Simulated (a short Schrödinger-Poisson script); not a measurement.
System: gated In0.52Al0.48As/In0.53Ga0.47As δ-doped gas in a quantum well, at 300 K.

| layer | material | thickness (nm) | Na (cm⁻³) |
|---|---|---|---|
| 1 | In0.52Al0.48As | 30 | - |
| 2 | In0.52Al0.48As | 10 | - |
| 3 | In0.53Ga0.47As | 20 | - |
| 4 | In0.52Al0.48As | 4000 | 1e14 |

The device is made up for the run: typed textbook-type constants, with dimensions and the other settings drawn at random. In0.52Al0.48As: permittivity 12.5, conduction-band edge (eV) 0.52, gap (eV) 1.45, electron mass (mₑ) 0.075, Nv at 300 K (cm⁻³) 1.1e19. In0.53Ga0.47As: permittivity 13.9, conduction-band edge (eV) 0, gap (eV) 0.74, Nv at 300 K (cm⁻³) 7.7e18.

Channel valleys (confinement mass, in-plane density-of-states mass, number): Γ 0.041, 0.041, 1. At the gate the conduction-band edge of layer 1 lies 0.65 eV − eVg above the Fermi level of the channel; the field vanishes at the back. Sheet of ionised δ-doping: +3e12 e/cm² at 30 nm from the gate. The barrier under the gate holds no holes. Gaps are held at their typed values at every temperature. Mesh 0.08 nm at interfaces.

Solved with a short Schrödinger-Poisson script written for these runs: 1D Poisson equation in equilibrium, electrons quantum, Hartree plus LDA exchange-correlation (BenDaniel-Duke, 40 states a valley, the channel's in-plane mass for all, wave functions free to enter the barrier), parabolic valleys, classical holes, full ionisation, no traps, pinning or gate leakage.

Only gate voltages with over 1e8 electrons/cm² are shown.

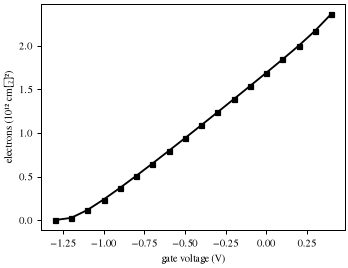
Figure: Sheet density against gate voltage

```tsv
Vg (V)	electrons (cm⁻²)	in the channel layer	C (μF/cm²)	Γ E0 (meV)	Γ E1 (meV)
0.4	2.36e12	2.14e12	0.335	-95.3	-19.9
0.2	2.00e12	1.93e12	0.260	-86.2	-14.7
0	1.69e12	1.65e12	0.244	-73.7	-7.2
-0.2	1.39e12	1.36e12	0.241	-60.2	1.4
-0.4	1.09e12	1.07e12	0.238	-45.8	11.4
-0.6	7.93e11	7.84e11	0.233	-30.1	23.5
-0.8	5.07e11	5.02e11	0.225	-11.5	39.4
-1	2.37e11	2.35e11	0.206	14.5	64.2
-1.2	2.56e10	2.54e10	0.0981	76.8	126.6
```

Subbands count from the Fermi level.
